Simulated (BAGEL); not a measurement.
**doublet AlH+ at 6 levels**

We compute a comparison of 6 runs (UHF/STO-3G, ROHF/6-31G*, UHF/6-31G*, ROHF/def2-TZVPPD, UHF/def2-TZVPPD, FCI/3-21G) of doublet AlH+. 

The results are computed with BAGEL 1.2.2.

4 further runs of the same task are left out: 4 set aside as unsound or not needed.

### Step 1. The molecule

AlH+ has 2 atoms, charge +1, and is taken as a doublet. As SMILES of the parent species, `[AlH]`. The shape is that of a PBE0-D4/def2-TZVP optimisation. That shape belongs to the parent species and isn't relaxed for this state.

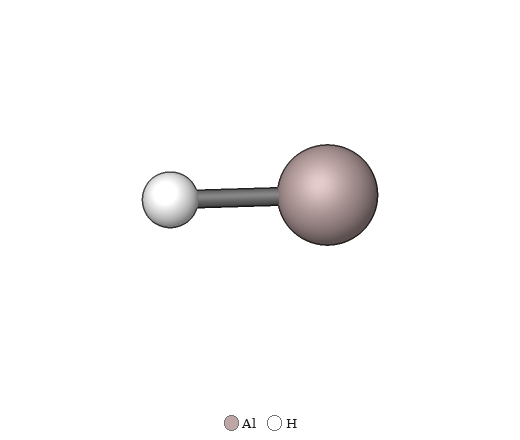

Viewed from a chosen angle; aluminium light grey, hydrogen white.

### Step 2. A single-point energy at UHF/STO-3G (density fitting with cc-pvqz-jkfit) (run 1)

Input file calc.json:

```json
{ "bagel" : [

{
  "title" : "molecule",
  "basis" : "sto-3g",
  "df_basis" : "cc-pvqz-jkfit",
  "angstrom" : true,
  "geometry" : [
    { "atom" : "Al", "xyz" : [    0.000000,    0.000000,   -0.025640 ] },
    { "atom" : "H", "xyz" : [    0.000000,    0.000000,    1.639110 ] }
  ]
},
{
  "title" : "uhf",
  "charge" : 1,
  "nopen" : 1
},
{
  "title" : "print",
  "file" : "orbitals.molden",
  "orbitals" : true
}

]}
```

Started as:

```sh
$ BAGEL_NUM_THREADS=1 BAGEL calc.json > calc.out
```

Output:

```text
* using 1 threads per process

  ===============================================================
  ===============================================================

  *** Geometry ***

  { "atom" : "Al", "xyz" : [      0.000000,      0.000000,     -0.048453 ] },
  { "atom" : "H", "xyz" : [      0.000000,      0.000000,      3.097469 ] },

  Number of auxiliary basis functions:      199

  Since a DF basis is specified, we compute 2- and 3-index integrals:
    o Being stored without compression. Storage requirement is 0.000 GB

  Number of basis functions:       10
  Number of electrons      :       14

    * METHOD: MOLECULE                             0.02

  *** Open-shell HF ***

  === Nuclear Repulsion ===
     4.1323344278

      * DIIS with orbital gradients will be used.

  === UHF iteration (sto-3g) ===
      0       -239.34904742          0.03590827           0.00
      1       -239.36984983          0.00451006           0.00
      2       -239.37280061          0.00207844           0.00
      3       -239.37366035          0.00090726           0.00
      4       -239.37375263          0.00006676           0.00
      5       -239.37376223          0.00004764           0.00
      6       -239.37376485          0.00002566           0.00
      7       -239.37376637          0.00001107           0.00
      8       -239.37376655          0.00000008           0.00
      9       -239.37376655          0.00000006           0.00
     10       -239.37376655          0.00000001           0.00
     11       -239.37376655          0.00000000           0.00
    * SCF iteration converged.

    * S^2 (UHF) is 0.7965

    * Permanent dipole moment:
           (    0.000000,     0.000000,     0.418255) a.u.

    * METHOD: UHF                                  0.03

    * METHOD: PRINT                                0.00

  ===============================================================
```

Wall time 0.2 s (1 thread of Arm Neoverse V2, shared host).

### Step 3. A single-point energy at ROHF/6-31G(d) (density fitting with cc-pvqz-jkfit, spherical functions) (run 2)

Input file hf.json:

```json
{ "bagel": [

{
  "title": "molecule",
  "basis": "6-31gs.json",
  "df_basis": "cc-pvqz-jkfit",
  "angstrom": true,
  "geometry": [
    { "atom": "Al", "xyz": [    0.000000,    0.000000,   -0.025640 ] },
    { "atom": "H", "xyz": [    0.000000,    0.000000,    1.639110 ] }
  ]
},
{
  "title": "rohf",
  "charge": 1,
  "nopen": 1
},
{
  "title": "print",
  "file": "orbitals.molden",
  "orbitals": true
}

]}
```

The basis set 6-31G* is read from a file made from the Basis Set Exchange's data (not shown).

Started as:

```sh
$ BAGEL_NUM_THREADS=1 BAGEL hf.json > hf.out
```

Output:

```text
* using 1 threads per process

  ===============================================================
  ===============================================================

  *** Geometry ***

  { "atom" : "Al", "xyz" : [      0.000000,      0.000000,     -0.048453 ] },
  { "atom" : "H", "xyz" : [      0.000000,      0.000000,      3.097469 ] },

  Number of auxiliary basis functions:      199

  Since a DF basis is specified, we compute 2- and 3-index integrals:
    o Being stored without compression. Storage requirement is 0.001 GB

  Number of basis functions:       20
  Number of electrons      :       14

    * METHOD: MOLECULE                             0.02

  *** Open-shell HF ***

  === Nuclear Repulsion ===
     4.1323344278

      * DIIS with orbital gradients will be used.

  === ROHF iteration (6-31gs.json) ===
      0       -242.14565791          0.01451058           0.00
      1       -242.16043590          0.00599914           0.00
      2       -242.16304355          0.00468721           0.00
      3       -242.16485732          0.00368289           0.00
      4       -242.16589236          0.00068629           0.00
      5       -242.16679053          0.00013324           0.00
      6       -242.16671571          0.00013346           0.00
      7       -242.16669372          0.00004347           0.00
      8       -242.16671513          0.00000550           0.00
      9       -242.16671020          0.00000285           0.00
     10       -242.16671033          0.00000039           0.00
     11       -242.16671061          0.00000006           0.00
     12       -242.16671059          0.00000003           0.00
     13       -242.16671058          0.00000001           0.00
     14       -242.16671058          0.00000000           0.00
    * SCF iteration converged.

    * S^2 (ROHF) is 0.7500

    * Permanent dipole moment:
           (    0.000000,     0.000000,     0.401204) a.u.

    * METHOD: ROHF                                 0.05

    * METHOD: PRINT                                0.00

  ===============================================================
```

Wall time 0.22 s (1 thread of Arm Neoverse V2, shared host).

Runs 3 to 5 aren't shown in full; the table further down has their settings and results.

### Step 4. A single-point energy at FCI/3-21G (density fitting with cc-pvqz-jkfit) (run 6)

Input file input.json:

```json
{ "bagel": [

{
  "title": "molecule",
  "basis": "3-21g",
  "df_basis": "cc-pvqz-jkfit",
  "angstrom": true,
  "geometry": [
    { "atom": "Al", "xyz": [       0.000000,       0.000000,      -0.025640 ] },
    { "atom": "H", "xyz": [       0.000000,       0.000000,       1.639110 ] }
  ]
},

{
  "title": "hf",
  "charge": 2
},

{
  "title": "fci",
  "nstate": 1,
  "charge": 1,
  "ncore": 5,
  "nspin": 1
}

]}
```

Started as:

```sh
$ BAGEL_NUM_THREADS=1 BAGEL input.json > input.out
```

Output:

```text
* using 1 threads per process

  ===============================================================
  ===============================================================

  *** Geometry ***

  { "atom" : "Al", "xyz" : [      0.000000,      0.000000,     -0.048453 ] },
  { "atom" : "H", "xyz" : [      0.000000,      0.000000,      3.097469 ] },

  Number of auxiliary basis functions:      199

  Since a DF basis is specified, we compute 2- and 3-index integrals:
    o Being stored without compression. Storage requirement is 0.000 GB

[... 18 lines left out ...]
    * SCF iteration converged.
[... 1 line left out ...]
    * Permanent dipole moment:
[... 29 lines left out ...]
      0  0      -240.84785701     9.71e-03      0.00
      1  0      -240.88731868     2.73e-03      0.00
      2  0      -240.89089766     9.99e-04      0.00
[... 10 lines of this table left out ...]
     13  0 *    -240.89151373     3.09e-11      0.00

     * ci vector, state   0, <S^2> = 0.7500
       2a........    -0.9690257118
       ab..a.....     0.1047448656
       ba..a.....     0.0758917640
       a.2.......     0.0695067734
       a..2......     0.0695067734
       .a..2.....    -0.0586016850
       .a2.......    -0.0575307887
       .a.2......    -0.0575307887
       aa...b....    -0.0552506222

    * METHOD: FCI                                  0.01

  ===============================================================
```

It took 0.2 s on 1 thread of Arm Neoverse V2, shared host.

### Step 5. Overview of the runs

```
run                                                                  level  start charge  start multiplicity  energy (Eh)   ⟨S²⟩  wall time
  1                        UHF/STO-3G (density fitting with cc-pvqz-jkfit)             –                   –  -239.373767  0.796      0.2 s
  2  ROHF/6-31G* (density fitting with cc-pvqz-jkfit, spherical functions)             –                   –  -242.166711  0.750     0.22 s
  3   UHF/6-31G* (density fitting with cc-pvqz-jkfit, spherical functions)             –                   –  -242.171628  0.784     0.22 s
  4                  ROHF/def2-TZVPPD (density fitting with cc-pvqz-jkfit)             –                   –  -242.186220  0.750     0.36 s
  5                   UHF/def2-TZVPPD (density fitting with cc-pvqz-jkfit)             –                   –  -242.191377  0.785     0.36 s
  6                         FCI/3-21G (density fitting with cc-pvqz-jkfit)             2                   1  -240.891514      –      0.2 s
```

### Step 6. What came out

| quantity | value |
| --- | --- |
| run 6: total energy | -240.89151 Eh |

**Reading.** In run 1 the basis is minimal, so the values are rough. All runs together took 1.6 s, the longest 0.36 s.
